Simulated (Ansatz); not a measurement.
# Hypothetical Fm-3m WSe2, pressure series

Consider WSe2 (space group Fm-3m, No. 225; ferromagnetic; a hypothetical phase, not in the database extracts checked).

```xyz
3
Lattice="0.0000 3.0839 3.0839 3.0839 0.0000 3.0839 3.0839 3.0839 0.0000" Properties=species:S:1:pos:R:3 pbc="T T T"
W      0.0000     0.0000     0.0000
Se     1.5420     1.5420     1.5420
Se     4.6259     4.6259     4.6259
```

Cell and atoms are relaxed at each pressure.

Calculations: DFT with PBEsol, PAW potentials and a 420 eV plane-wave cutoff in Ansatz (a program for electronic structure), no spin-orbit coupling, earlier PAW set.

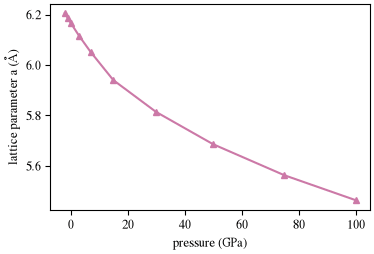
Figure: Lattice parameter a against pressure

```tsv
pressure (GPa)	lattice parameter a
-2	6.206 Å
-1	6.187 Å
3	6.115 Å
7	6.052 Å
15	5.940 Å
30	5.814 Å
50	5.686 Å
75	5.563 Å
100	5.464 Å
```

Other magnetic orders, which the real material may have, were not ruled out. Load acts through the strain it causes; cell and atoms are relaxed under it. No phonon test of stability was made. No other phases were tried under pressure. Starting moments died away, wholly or in part, for pressure 15 GPa, pressure 30 GPa, pressure 50 GPa and pressure 75 GPa and more; another magnetic solution may exist.
